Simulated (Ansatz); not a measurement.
Input file:

```
crystal:
  periodic: [false, false, false]
  atoms:
    - { symbol: Si, position_ang: [0.0, 0.0, 0.0] }
    - { symbol: H, position_ang: [0.6625, 0.0, 1.522] }
    - { symbol: Cl, position_ang: [2.2646, 0.0, 0.5484] }
    - { symbol: C, position_ang: [-0.8808, 1.5259, -0.6227] }
    - { symbol: H, position_ang: [-1.9334, 1.2723, -0.8671] }
    - { symbol: H, position_ang: [-0.8624, 2.3106, 0.1622] }
    - { symbol: H, position_ang: [-0.3704, 1.9025, -1.5336] }
    - { symbol: F, position_ang: [-0.7489, -1.2974, -0.5295] }
basis:
  gaussian: { orbitals: "6-31G*" }
hamiltonian:
  xc: pbe0
  dispersion: d4
relax:
  f_tol: 0.15
  max_steps: 25
  restrain:
    - { distance: [1, 2], at: 2.57, k: 30.0 }
    - { distance: [0, 1], at: 1.46, k: 30.0 }
    - { distance: [0, 2], at: 2.13, k: 30.0 }
output:
  orbitals: {}
```

Command:

```sh
ansatz run input.yaml --threads 1 --pin off --max-ram 2048MiB --backend cpu --events-out ev --progress --plain --runs-dir out
```

The fields are those of the run's last geometry, not of the input's.

Not at a stationary point (largest force 1.1 eV/Å).

All numbers below come from Ansatz 0.2.0, RKS PBE0-D4/6-31G*.

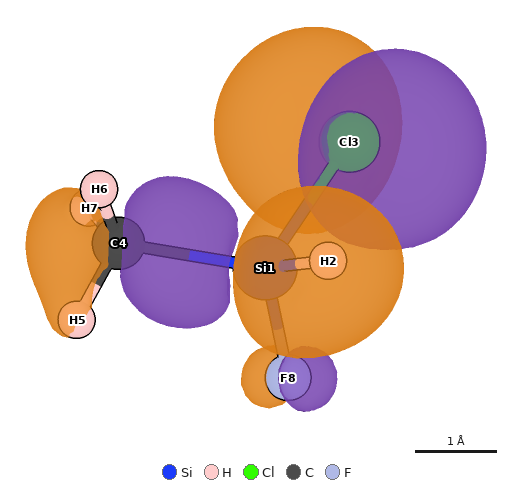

CH₄ClFSi. The HOMO at ±0.08 Å⁻³ᐟ² (orange and purple are the two phases), seen across its widest extent.

### Describe this orbital and give its energy.

Its weight (Hirshfeld) is mainly on Cl3 (about 70 %), Si1 (about 10 %), H2 (about 10 %) and C4 (about 5 %); largely a lone pair of Cl3. Its energy is −8.64 eV.
